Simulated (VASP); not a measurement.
Band structure of MoSi₂ (MoSi2 type). These are revPBE GGA, VASP's PBE PAW potentials (set 64) (plane waves; VASP) values and carry that method's errors.

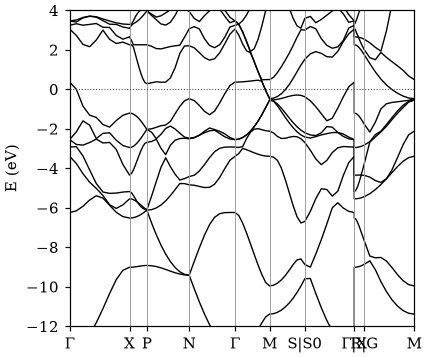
Figure. Bands along high-symmetry lines, zero at the valence-band maximum or, without a gap, the Fermi level

Question: Read the plot: is there a gap, and where are the band edges?

Answer: It has no gap at this level: it comes out as a metal or semimetal. (Edges off the drawn lines would not show.)

The compound is MoSi2 in the MoSi2 type structure. It was relaxed first.
